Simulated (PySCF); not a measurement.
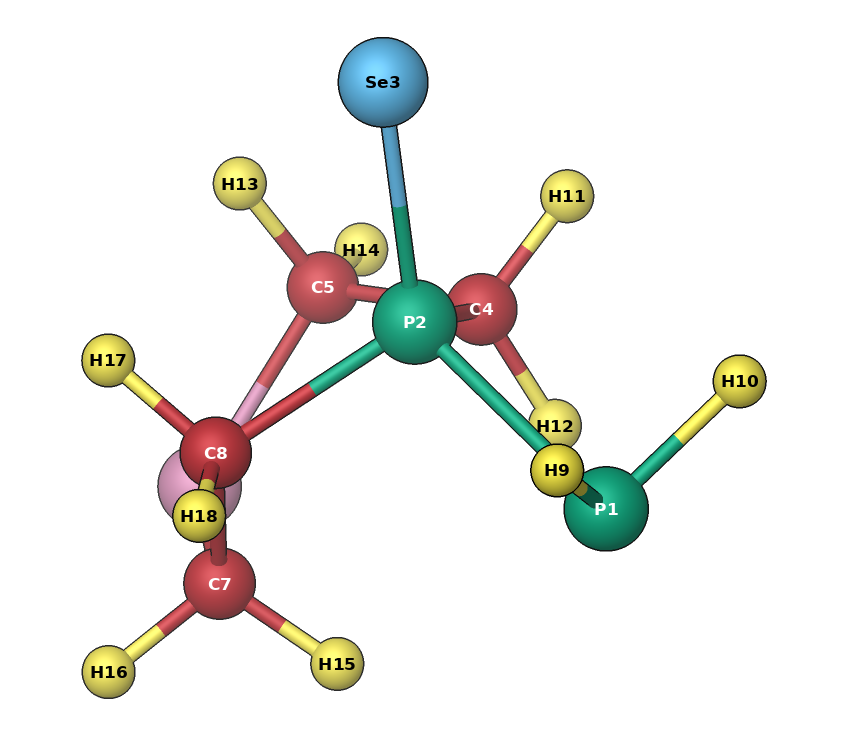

C4 lies behind P2. The molecule seen a little off the P2–C4 bond, P2 in front. Distant atoms are faded towards the background colour. The computed structure is the end point of a PBE0-D3(BJ)/def2-SVP optimisation. No frequency run is at hand to confirm it as a minimum.

### What is the torsion angle Se3–P2–C4–C5? The sign is positive where the front bond must turn clockwise to cover the back bond.

−85°, about perpendicular.
